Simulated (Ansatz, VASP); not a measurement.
**Ru (Ruthenium) in two plane-wave programs**

Aim: how closely do two programs agree when they are given the same cell, functional and k mesh? The cell comes out of the VASP series on this material, whose earlier steps may have relaxed, scaled or displaced it; both programs get it as it stands.

Calculated with Ansatz 0.2.0; plane waves, with VASP 6.6.1 beside it; band structure at PBEsol and electric field gradients at PBEsol.

## 1. The structure

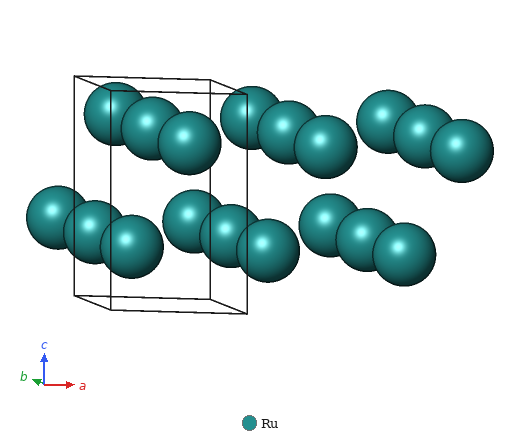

The cell as given, slightly off an axis (ruthenium teal). 3×3×1 cells are drawn.

## 2. Ansatz: band structure, PBEsol

Ansatz runs on its default PAW (the set named soft_2) files.

The same path points are solved in both programs, so levels can be compared one by one.

input.yaml reads:

```yaml
crystal:
  lattice:
    - [2.6958523929, 0.0, 0.0]
    - [-1.3479261964, 2.3346766571, 0.0]
    - [0.0, 0.0, 4.223839979]
  atoms:
    - { symbol: Ru, position: [0.3333333333, 0.6666666667, 0.25] }
    - { symbol: Ru, position: [0.6666666667, 0.3333333333, 0.75] }
hamiltonian:
  xc: pbesol
  pseudopotentials: { kind: paw }
kpoints:
  mp_grid: { grid: [9, 9, 5] }
  band_path:
    path:
      - [0.0, 0.0, 0.0]
      - [0.13333, 0.0, 0.0]
      - [0.3, 0.0, 0.0]
      - [0.46667, 0.0, 0.0]
      - [0.46667, 0.06667, 0.0]
      - [0.41111, 0.17778, 0.0]
      - [0.35556, 0.28889, 0.0]
      - [0.28889, 0.28889, 0.0]
      - [0.17778, 0.17778, 0.0]
      - [0.06667, 0.06667, 0.0]
      - [0.0, 0.0, 0.03333]
      - [0.0, 0.0, 0.2]
      - [0.0, 0.0, 0.36667]
      - [0.0, 0.0, 0.5]
      - [0.16667, 0.0, 0.5]
      - [0.3, 0.0, 0.5]
      - [0.46667, 0.0, 0.5]
      - [0.46667, 0.06667, 0.5]
      - [0.41111, 0.17778, 0.5]
      - [0.35556, 0.28889, 0.5]
      - [0.28889, 0.28889, 0.5]
      - [0.17778, 0.17778, 0.5]
      - [0.06667, 0.06667, 0.5]
      - [0.5, 0.0, 0.46667]
      - [0.5, 0.0, 0.3]
      - [0.5, 0.0, 0.13333]
      - [0.33333, 0.33333, 0.0]
      - [0.33333, 0.33333, 0.16667]
      - [0.33333, 0.33333, 0.33333]
      - [0.33333, 0.33333, 0.5]
    npoints: 1
scf:
  occupations: { method: methfessel_paxton, width: 0.2 }
  n_extra_bands: 7
output:
  forces: true
  stress: true
  eigenvalues: true
```

Launch:

```bash
ansatz run input.yaml --threads 2 --pin off --max-ram 4608MiB --backend cpu --events-out ev --progress --plain --runs-dir out
```

Numbers of over 12 decimals in the logs are rounded to 6 here.

Output:

```text
scf.n_extra_bands = 7 over 16 filled bands (N_el = 32.0): the run solves 23 bands
Engine: ansatz 0.2.0, aarch64-unknown-linux-gnu
Pseudopotentials: kind: paw
Pseudopotential: Ru, paw, valence charge 16, recommended cutoff 420 eV (normal), Ru.paw.azcp
Functional definition: PBEsol
  exchange = pbesol_x
  correlation = pbesol_c
Crystal: 2 atoms, lattice volume = 26.585 Å³
Basis set: ecut = 420 eV, 537 PW (Γ), exchange–correlation on 40×40×60 points (8 copies of the dense FFT grid, shifted against one another)
Bands: 23, of which v1, the nominal top of the filled ones, is band 16 counted from 1 (15 counted from 0)
Symmetry: 24 space group operations
Space group: P63/mmc (ITA 194), of the structure as read, at distance tolerance 3.0e-5 Å
k-points: 36 of 405
Non-local potential: Ru, projectors of the file, l = 0: 3, l = 1: 2, l = 2: 2, l = 3: 1
PAW form: soft (Blöchl's): semilocal exchange-correlation on the pseudo side does not see the compensation charge
PAW frozen core: Ru, regenerated for the run's functional, and the local potential with it (the file was generated under x = pbe(κ = 0.804, μ = 0.219515), c = pbe(β = 0.066725))
PAW one-centre angular grid: Ru, 590 points (default); XC on 64 Gauss nodes
Initial density: superposition of atomic densities (neutral atoms: chi_scale 0, normalization atom), corrected by the library's trained network
Initial wavefunctions: pseudopotential atomic-orbital guess
Functional: x = pbesol(κ = 0.804, μ = 0.123457), c = pbesol(β = 0.046)
SCF iter   1: F=—  HF=-11633.037820 eV  |F-HF|=—  |Δ(HF+E_count)|=         —  Δρ=1.18e-2  dr2=2.41e-2  ethr=1.77e-3  ⟨swp⟩=5.0  Hψ=3361  notcnv=0
preconditioner: auto → none  [metal: Δε(μ)=0.054 eV  Ē_g=10.607 eV  σ=0.200 eV  W_gap=0.22  n_scr=8 (ndim 8)  ℏωp=28.8 eV  f_vac=0.000  D(μ)=1.61/eV (n_scr^D=22)  sad-step TF]
SCF iter   2: F=—  HF=-11633.033580 eV  |F-HF|=—  |Δ(HF+E_count)|=   4.24e-3  S|Δr|=    0.00e0  Δρ=6.15e-3  dr2=6.38e-3  ethr=7.54e-5  ⟨swp⟩=2.0  Hψ=1280  notcnv=0
SCF iter   3: F=—  HF=-11633.032199 eV  |F-HF|=—  |Δ(HF+E_count)|=   1.38e-3  S|Δr|=    0.00e0  Δρ=3.69e-4  dr2=1.15e-5  ethr=1.99e-5  ⟨swp⟩=2.0  Hψ=1042  notcnv=0
SCF iter   4: F=—  HF=-11633.032191 eV  |F-HF|=—  |Δ(HF+E_count)|=   7.59e-6  S|Δr|=    0.00e0  Δρ=7.49e-5  dr2=9.49e-7  ethr=3.59e-8  ⟨swp⟩=2.0  Hψ=1354  notcnv=0
SCF iter   5: F=-11633.032191 eV  HF=-11633.032191 eV  |F-HF|=1.44e-8  |Δ(HF+E_count)|=   1.60e-7  S|Δr|=    0.00e0  Δρ=1.50e-5  dr2=2.43e-8  ethr=3.13e-10  ⟨swp⟩=6.9  Hψ=3776  notcnv=0
SCF 1 converged in 5 iterations: F = -11633.032191 eV  dr2 = 2.43e-8
  greatest PAW one-centre occupation: 0.998 electrons in one spin orbital (limit 2), on the Ru atom at site 1 (counted from 0), in its partial waves of l = 0
NSCF: frozen V_eff on 30 k-points
SCF converged after 5 iterations
Stability not checked: this state was not tested for a lower state beside it, because cold or Methfessel-Paxton smearing, or corrected tetrahedra, fill the levels in a way that the test cannot read (fill_not_monotonic; see scf.lower_state_search)
Free energy (F): -11633.032191 eV
Harris-Foulkes:  -11633.032191 eV  (|F-HF|=1.44e-8)
Internal energy: -11633.029239 eV  (E = F + TS)
E sigma→0 (E₀):  -11633.031453 eV
Entropy (-TS):   -0.002953 eV (-1.476 meV/atom)
Fermi energy:    24.091759 eV
--- Per-component energies (eV) ---
  E_band       = -92.750943
  E_kinetic    = 1029.587702
  E_local      = -2472.426688  (includes V_loc(G=0)·N_el)
  E_nonlocal   = 689.239939
  E_hartree    = 791.936062
  E_xc         = -379.743251
  E_vxc        = -478.422577  (∫ρ·V_xc dr)
  E_paw        = -6798.747750  (= ΣΔE_a)
  E_vpaw       = -444.602300  (= ΣTr[D̂ρ^β])
  E_aug_tail   = -0.000435  (compensation charges beyond the density's cutoff)
  E_ewald      = -4493.381410
  E_core_change = 0.506592  (= ΣΔE_core)
  E_smearing   = -0.002953  (= −TS)
  E_closure    = 0.000000  (closes the sum)
  Σ components = -11633.032191   (vs F -11633.032191, Δ=0.00e0)
--- Forces (eV/Å), atoms counted from 1 ---
  atom   1  Ru     0.00000000     0.00000000    -0.00000000
  atom   2  Ru     0.00000000    -0.00000000     0.00000000
  max |Σ_I F_I| component: 1.39e-17 eV/Å
--- Stress (GPa, compression-positive) ---
       -1.069498       0.000000      -0.000000
        0.000000      -1.069498       0.000000
       -0.000000       0.000000       4.143158
  P = ⅓ Tr σ = 0.6681 GPa (6.681 kbar)
--- Band table (eV; the first three rows and the last of 36) ---
  k-point 0: bands = [... 12 lower, 21.5802, 22.0094, 22.0094, 22.4781, 22.4781, 25.2229, 25.2229, 25.3758, ... 3 higher]
  k-point 1: bands = [... 12 lower, 21.3561, 21.7437, 21.7437, 23.0633, 23.0633, 24.0408, 25.2358, 25.2358, ... 3 higher]
  k-point 2: bands = [... 12 lower, 21.0495, 21.2639, 21.2639, 21.8977, 24.0993, 24.0993, 24.9351, 24.9351, ... 3 higher]
  k-point 35: bands = [... 12 lower, 21.1659, 21.1659, 22.6409, 23.1635, 25.2374, 25.2374, 32.3466, 32.3466, ... 3 higher]
```

Elapsed: 1.8 s, on 2 threads of Arm Neoverse N1, shared host; peak memory 0.27 GiB.

## 3. VASP: band structure, PBEsol

The same cell, functional, mesh and smearing now go to VASP, with its own data sets and cutoff.

Lines of VASP's logs that name or quote its potential files are left out, and so is its time.

INCAR reads:

```
SYSTEM = Ru
PREC = Accurate
ENCUT = 400
EDIFF = 1E-06
NELM = 100
ISMEAR = 1
SIGMA = 0.2
LREAL = .FALSE.
ALGO = Normal
GGA = PS
NBANDS = 26
LASPH = .TRUE.
LORBIT = 11
LWAVE = .FALSE.
LCHARG = .FALSE.
KPAR = 2
```

POSCAR reads:

```
Ru
1.0
    2.6958523929      0.0000000000      0.0000000000
   -1.3479261964      2.3346766571      0.0000000000
    0.0000000000      0.0000000000      4.2238399790
Ru
2
Direct
    0.3333333333      0.6666666667      0.2500000000
    0.6666666667      0.3333333333      0.7500000000
```

KPOINTS reads:

```
Automatic mesh
0
Gamma
9 9 5
0 0 0
```

KPOINTS_OPT reads:

```
Line mode
16
Line-mode
Reciprocal
  0.00000000   0.00000000   0.00000000 GAMMA
  0.50000000   0.00000000   0.00000000 M

  0.50000000   0.00000000   0.00000000 M
  0.33333333   0.33333333   0.00000000 K

  0.33333333   0.33333333   0.00000000 K
  0.00000000   0.00000000   0.00000000 GAMMA

  0.00000000   0.00000000   0.00000000 GAMMA
  0.00000000   0.00000000   0.50000000 A

  0.00000000   0.00000000   0.50000000 A
  0.50000000   0.00000000   0.50000000 L

  0.50000000   0.00000000   0.50000000 L
  0.33333333   0.33333333   0.50000000 H

  0.33333333   0.33333333   0.50000000 H
  0.00000000   0.00000000   0.50000000 A

  0.50000000   0.00000000   0.50000000 L
  0.50000000   0.00000000   0.00000000 M

  0.33333333   0.33333333   0.00000000 K
  0.33333333   0.33333333   0.50000000 H
```

PAW data sets: Ru_pv (PBE family, release 64).

Launch:

```bash
mpirun -np 2 vasp_std
```

Output:

```text
[banner, memory and clock lines left out]
running    2 mpi-ranks, on    1 nodes
 distrk:  each k-point on    1 cores,    2 groups
 distr:  one band on    1 cores,    1 groups

 POSCAR found type information on POSCAR Ru
 POSCAR found :  1 types and       2 ions
|                                                                             |
|               ----> ADVICE to this user running VASP <----                  |
|                                                                             |
|     You enforced a specific xc type in the INCAR file but a different       |
|     [... a line on the potential file left out ...]
|     I HOPE YOU KNOW WHAT YOU ARE DOING!                                     |
|                                                                             |

 LDA part: xc-table for (Slater+PW92), standard interpolation
 POSCAR, INCAR and KPOINTS ok, starting setup
 FFT: planning ... GRIDC
 FFT: planning ... GRID_SOFT
 FFT: planning ... GRID
 WAVECAR not read
 entering main loop
       N       E                     dE             d eps       ncg     rms          rms(c)
DAV:   1     0.251665441564E+03    0.25167E+03   -0.14259E+04  1888   0.995E+02
DAV:   2    -0.159641837864E+02   -0.26763E+03   -0.25746E+03  2012   0.343E+02
DAV:   3    -0.219243441054E+02   -0.59602E+01   -0.59166E+01  2406   0.567E+01
DAV:   4    -0.219531706482E+02   -0.28827E-01   -0.28780E-01  2062   0.413E+00
DAV:   5    -0.219533287524E+02   -0.15810E-03   -0.15809E-03  1974   0.295E-01    0.202E+01
DAV:   6    -0.204930018292E+02    0.14603E+01   -0.21851E+00  1950   0.141E+01    0.515E+00
DAV:   7    -0.203767092594E+02    0.11629E+00   -0.18715E-01  2080   0.385E+00    0.102E+00
DAV:   8    -0.203666264653E+02    0.10083E-01   -0.67468E-03  1940   0.745E-01    0.405E-01
DAV:   9    -0.203653135541E+02    0.13129E-02   -0.96589E-04  2014   0.297E-01    0.335E-02
DAV:  10    -0.203653334245E+02   -0.19870E-04   -0.34299E-05  2020   0.495E-02    0.134E-02
DAV:  11    -0.203653318213E+02    0.16032E-05   -0.36579E-06  1974   0.187E-02    0.220E-03
DAV:  12    -0.203653315152E+02    0.30606E-06   -0.14366E-07   998   0.330E-03
   1 F= -.20365332E+02 E0= -.20364343E+02  d E =-.296441E-02
 Start KPOINTS_OPT (optional k-point list driver)
k-point batch [1-36\144]
       N       E                     dE             ncg
DAV:   1     0.258972033670E+04   -0.30674E+05     1888
DAV:   2    -0.701029476304E+04   -0.96000E+04     2104
DAV:   3    -0.722518263387E+04   -0.21489E+03     2346
DAV:   4    -0.722629584099E+04   -0.11132E+01     2046
DAV:   5    -0.722630304428E+04   -0.72033E-02     2040
DAV:   6    -0.722630310383E+04   -0.59550E-04     1922
DAV:   7    -0.722630310447E+04   -0.64144E-06     1494
[...]
k-point batch [109-144\144]
       N       E                     dE             ncg
DAV:   1     0.260608656026E+04   -0.38036E+05     1912
DAV:   2    -0.698640398049E+04   -0.95925E+04     2094
DAV:   3    -0.720275818026E+04   -0.21635E+03     2382
DAV:   4    -0.720378847818E+04   -0.10303E+01     2018
DAV:   5    -0.720379421482E+04   -0.57366E-02     1966
DAV:   6    -0.720379426917E+04   -0.54356E-04     1822
DAV:   7    -0.720379426981E+04   -0.63152E-06     1478
```

OUTCAR, selected parts (step 3):

```text
ion  position               nearest neighbor table
   1  0.333  0.667  0.250-   2 2.62   2 2.62   2 2.62   2 2.62   2 2.62   2 2.62
   2  0.667  0.333  0.750-   1 2.62   1 2.62   1 2.62   1 2.62   1 2.62   1 2.62

  LATTYP: Found a hexagonal cell.
 ALAT       =     2.6958523929
 C/A-ratio  =     1.5667920062

 Subroutine GETGRP returns: Found 24 space group operations
 (whereof 12 operations were pure point group operations)

The static configuration has the point symmetry D_3d.
 The point group associated with its full space group is D_6h.

 Found     36 irreducible k-points:

   k-points           NKPTS =     36   k-points in BZ     NKDIM =     36   number of bands    NBANDS=     26

   dimension x,y,z NGX =    18 NGY =   18 NGZ =   28
   dimension x,y,z NGXF=    36 NGYF=   36 NGZF=   56

   ENCUT  =  400.0 eV  29.40 Ry    5.42 a.u.   4.40  4.40  6.89*2*pi/ulx,y,z

   NELECT =      28.0000    total number of electrons

 k-points in reciprocal lattice and weights: Automatic mesh
   0.00000000  0.00000000  0.00000000       0.002
   0.11111111  0.00000000  0.00000000       0.015
   0.22222222  0.00000000  0.00000000       0.015
   0.33333333  0.00000000  0.00000000       0.015
   0.44444444  0.00000000  0.00000000       0.015
   0.11111111  0.11111111  0.00000000       0.015
   0.22222222  0.11111111  0.00000000       0.030
   0.33333333  0.11111111  0.00000000       0.030
   0.44444444  0.11111111  0.00000000       0.015
[...]
0.33333333  0.22222222  0.40000000       0.059
   0.33333333  0.33333333  0.40000000       0.010

 average (electrostatic) potential at core
       1 -66.7752       2 -66.7752

 E-fermi :  13.1902

 k-point     1 :       0.0000    0.0000    0.0000
  band No.  band energies     occupation
    ...
     11      10.6808      2.00000
     12      11.1098      2.00000
     13      11.1098      2.00000
     14      11.5783      2.00000
     15      11.5783      2.00000
     16      14.3203     -0.00000
     17      14.3203     -0.00000
     18      14.4746     -0.00000
     19      23.3119      0.00000
     20      23.3394      0.00000
    ...

 k-point     2 :       0.1111    0.0000    0.0000
  band No.  band energies     occupation
    ...
     12      11.0574      2.00000
     13      11.2208      2.00000
     14      11.3058      2.00000
     15      11.4547      2.00000
     16      12.4178      2.00000
     17      14.4932     -0.00000
     18      17.0839     -0.00000
     19      23.3077      0.00000
     20      23.3392      0.00000
     21      23.7207      0.00000
    ...

 k-point     3 :       0.2222    0.0000    0.0000
  band No.  band energies     occupation
    ...
     12      10.7441      2.00000
     13      11.6590      2.00000
     14      11.8020      2.00000
     15      12.1560      2.00000
     16      12.4079      2.00000
     17      14.8006     -0.00000
     18      19.9903      0.00000
     19      23.2776      0.00000
     20      23.3395      0.00000
     21      23.5150      0.00000
    ...

  Total       -0.3229390     -0.3229390      0.5420832     -0.0000000      0.0000000      0.0000000
  in kB      -19.4625987    -19.4625987     32.6697794     -0.0000000      0.0000000      0.0000000
  external PRESSURE =      -2.0851393 kB  Pullay stress =       0.0000000 kB

  energy-cutoff  :      400.00
  volume of cell :       26.58
      direct lattice vectors                 reciprocal lattice vectors
     2.695852393  0.000000000  0.000000000     0.370940190  0.214162419  0.000000000
    -1.347926196  2.334676657  0.000000000     0.000000000  0.428324838  0.000000000
     0.000000000  0.000000000  4.223839979     0.000000000  0.000000000  0.236751393

 POSITION                                       TOTAL-FORCE (eV/Angst)
 -----------------------------------------------------------------------------------
     -0.00000      1.55645      1.05596        -0.000000     -0.000000      0.000000
      1.34793      0.77823      3.16788         0.000000      0.000000      0.000000
 -----------------------------------------------------------------------------------
    total drift:                               -0.000000      0.000000     -0.000000

  FREE ENERGIE OF THE ION-ELECTRON SYSTEM (eV)
  ---------------------------------------------------
  free  energy   TOTEN  =       -20.3653315152 eV

  energy  without entropy=      -20.3623671024  energy(sigma->0) =      -20.36434338

 total charge
# of ion       s       p       d       tot
------------------------------------------
    1        0.412   6.334   5.963  12.709
    2        0.412   6.334   5.963  12.709
--------------------------------------------------
tot          0.824  12.668  11.926  25.418

[... 3 further parts left out ...]
```

The run ends at a pressure of -0.21 GPa.

## 4. Differences

Known differences besides the PAW data sets themselves: the data sets hold 32 valence electrons in Ansatz (default PAW (the set named soft_2) files) and 28 in VASP; the cutoff is 420 eV in Ansatz and 400 eV in VASP; Ansatz makes its cores anew for this functional, VASP keeps those of its PBE data sets. Total energies have different zeros and are not compared.

Both answers:

```
      quantity  Ansatz   VASP  difference
pressure (GPa)    0.67  -0.21       +0.88
```

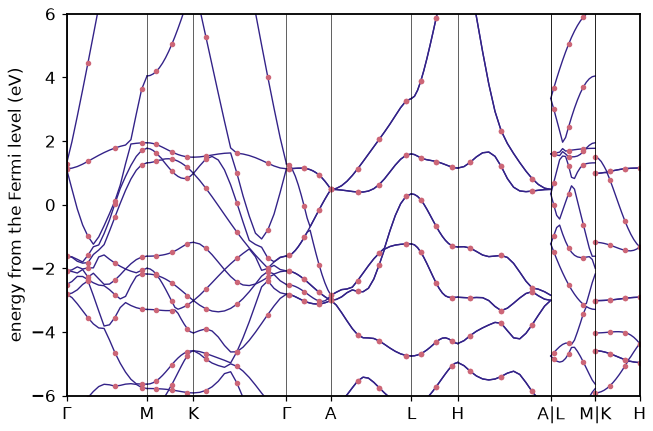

Bands from VASP (lines) and levels from Ansatz (dots). Dots without a line are higher empty bands that the VASP plot leaves out.

Levels from 3 eV below to 2 eV above the Fermi level differ by 1 meV r.m.s. and 3 meV at most; each VASP level is matched to the nearest of Ansatz, which flatters the figure a little.

## 5. Further runs

An all-electron run, which needs no data sets, serves as referee.

```
                              run  r.m.s. difference of levels near the Fermi level (meV)
                         as above                                                     1.5
Ansatz's all-electron LAPW method                                                     2.3
```

(Part 1 of 2 ends here.)

[Lines on the potential files, build, host, timing and source positions are cut from VASP's logs without a mark.]

[Logs are printed without paths, hosts, clocks, repeated set-up lines and the standing remarks that a program may print on its own settings, such as how far it seeks lower states.]

[Hosts, paths, dates, database ids (printed as entryN), source tags and the programs' standing remarks are cut or masked in the printed files.]
